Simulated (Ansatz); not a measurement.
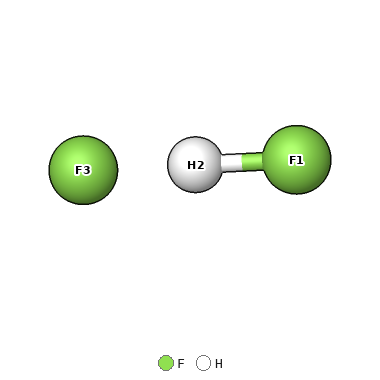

The system is F⁻ + HF; the picture shows the reference structure. 
- The first coordinate is: distance F1–H2; the second: distance H2–F3.
- Nothing is relaxed (the angle F1–H2–F3 is fixed at 180 degrees).
- The scan uses a 14 × 14 grid; 105 points were computed and 91 follow by symmetry.
- Points are written as (first, second).
- Energies are in kJ/mol, from F with charge -1 far from the relaxed HF (each part in its own basis).
- The restricted reference is unstable at some or all points, so the energies there are unreliable.
- The calculation used Ansatz 0.2.0, RHF-CCSD(T), frozen core/def2-TZVPD.

Its coordinates:

```yaml
atoms:
  - { symbol: F, position_ang: [-1.0740, 0.0000, 0.0000] }
  - { symbol: H, position_ang: [0.0000, 0.0000, 0.0000] }
  - { symbol: F, position_ang: [1.1900, 0.0000, 0.0000] }
```

Range: distance F1–H2 from 0.728 to 2.328 Å; distance H2–F3 from 0.728 to 2.328 Å.

**What landscape does the calculation give?**

The lowest grid point is at (1.074 Å, 1.190 Å), −182 kJ/mol from F with charge -1 far from the relaxed HF (each part in its own basis). No other kind of well shows on this grid. The highest grid point, (0.728 Å, 0.728 Å), lies 1506 kJ/mol above the lowest. Round the minimum the valley is strongly tilted: raising distance F1–H2 shifts the best value of distance H2–F3 downwards (coupling k₁₂/√(k₁₁k₂₂) about 0.8).

```csv
"distance H2–F3 ↓, distance F1–H2 →",0.728,0.785,0.868,0.966,1.074,1.190,1.314,1.444,1.579,1.720,1.866,2.016,2.170,2.328
2.328,110,1,−74,−87,−55,3,73,144,210,269,321,363,398,425
2.170,102,−8,−84,−99,−69,−13,54,123,187,244,294,335,370,398
2.016,94,−17,−95,−113,−85,−32,32,97,159,213,261,301,335,363
1.866,87,−26,−106,−127,−103,−54,6,68,126,177,223,261,294,321
1.720,83,−32,−117,−142,−122,−78,−23,34,87,135,177,213,244,269
1.579,84,−35,−124,−156,−143,−105,−56,−5,43,87,126,159,187,210
1.444,96,−29,−126,−166,−162,−133,−92,−48,−5,34,68,97,123,144
1.314,124,−8,−117,−169,−177,−159,−128,−92,−56,−23,6,32,54,73
1.190,183,38,−88,−157,−182,−178,−159,−133,−105,−78,−54,−32,−13,3
1.074,285,121,−29,−122,−168,−182,−177,−162,−143,−122,−103,−85,−69,−55
0.966,451,259,76,−50,−122,−157,−169,−166,−156,−142,−127,−113,−99,−87
0.868,696,469,242,76,−29,−88,−117,−126,−124,−117,−106,−95,−84,−74
0.785,1017,747,469,259,121,38,−8,−29,−35,−32,−26,−17,−8,1
0.728,1324,1017,696,451,285,183,124,96,84,83,87,94,102,110
```

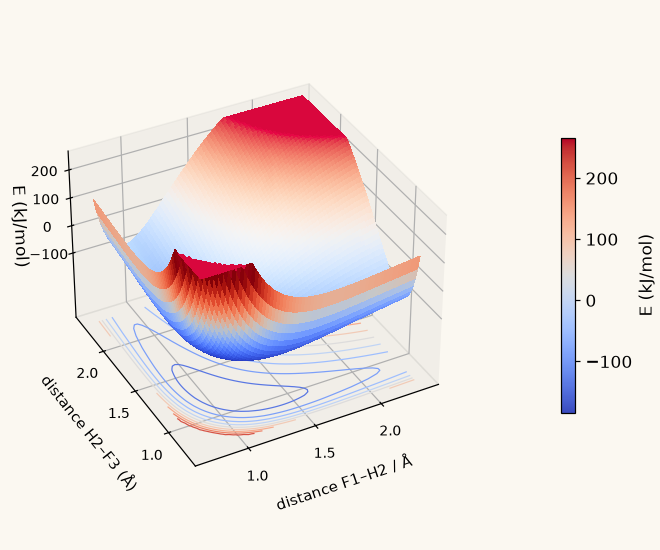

In the figure: a relief with its contours projected below, any walls above the top of the colour scale cut off. Between grid points the surface is interpolated.

Each point was launched as `ansatz run input.yaml --threads 1 --pin off --max-ram 2560MiB --backend cpu --events-out ev --progress --plain --runs-dir out`. The whole map (105 points run) took 34 min on 1 thread of Arm Neoverse V1, with other jobs on the host.
